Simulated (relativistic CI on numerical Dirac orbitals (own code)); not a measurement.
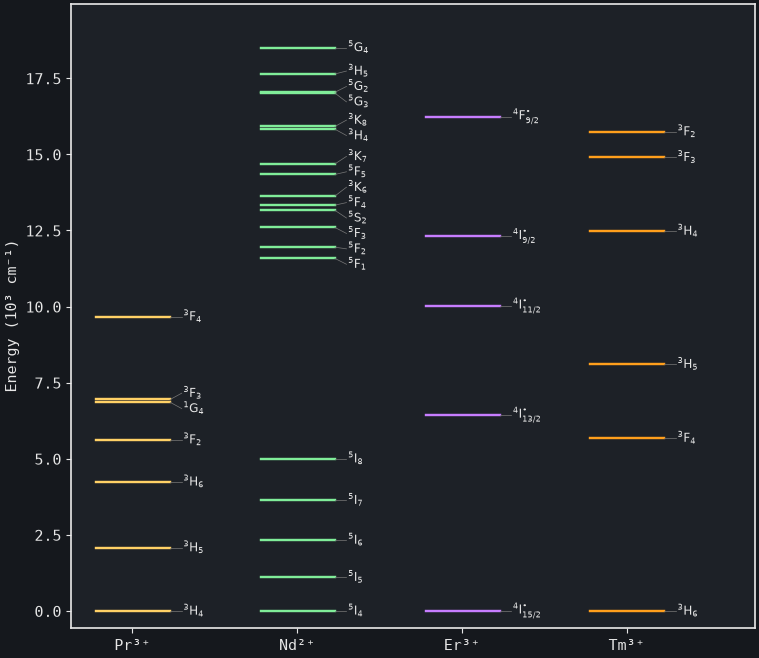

Dieke-type diagram of computed free-ion levels up to 19,000 cm⁻¹. Level of the calculation: relativistic CI on Dirac orbitals, KLI exchange-only orbitals, Breit term, model QED, valence Slater integrals scaled by 0.85. One f configuration each; labels give the leading LS term, or J alone where it holds under half of the level.

Question: Which gaps would favour luminescence? List them ion by ion.

Answer: Pr³⁺ (4f²), ground level ³H₄, first excited level ³H₅ at 2,080 cm⁻¹, largest gap 2,720 cm⁻¹ from ³F₃ to ³F₄; Nd²⁺ (4f⁴), ground level ⁵I₄, first excited level ⁵I₅ at 1,100 cm⁻¹, largest gap 6,580 cm⁻¹ from ⁵I₈ to ⁵F₁; Er³⁺ (4f¹¹), ground level ⁴I°₁₅/₂, first excited level ⁴I°₁₃/₂ at 6,430 cm⁻¹, largest gap 6,430 cm⁻¹ from ⁴I°₁₅/₂ to ⁴I°₁₃/₂; Tm³⁺ (4f¹²), ground level ³H₆, first excited level ³F₄ at 5,680 cm⁻¹, largest gap 5,680 cm⁻¹ from ³H₆ to ³F₄.
